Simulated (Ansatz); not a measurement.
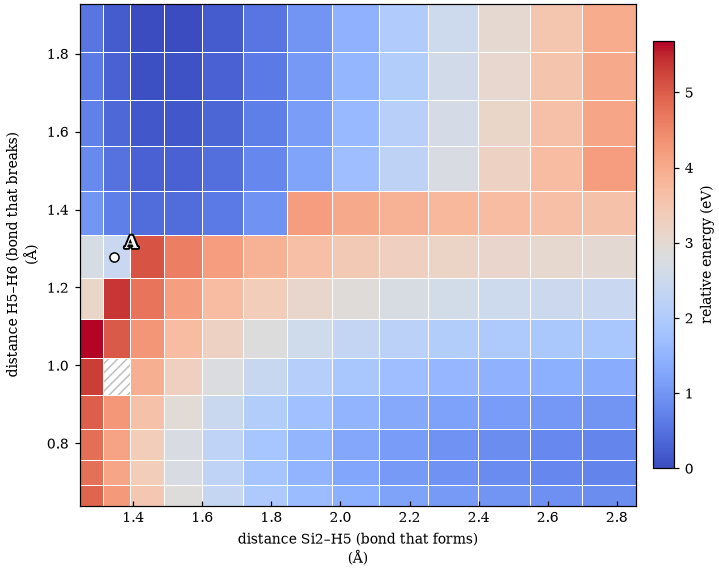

The reacting system BF₂H₅Si (fragments BF₂H₃Si + H₂ where the first distance is long, BF₂H + H₄Si where the second is long). The first coordinate is: distance Si2–H5 (bond that forms); the second: distance H5–H6 (bond that breaks). Relaxed at each point: all other coordinates. The grid has 13 × 13 points. At 1 point there is no value. Points are written as (first, second). Energies are in eV, from the lowest grid point. Energies and slopes of some neighbouring points disagree (a jump in structure or state, or too coarse a mesh). The reference is spin-restricted, so regions where a bond is pulled apart into radicals lie too high. Level of theory: RHF/def2-SVP (Ansatz 0.2.0).

The picture shows one coloured cell a grid point, hatched blanks where no value was computed, the point A.

> Is A at rest? If not, where is it pushed?

A, at (1.345 Å, 1.278 Å), is not a stationary point. The computed force is 2.6 eV for each Å towards larger values of the first coordinate and 4 eV for each Å towards larger values of the second coordinate.
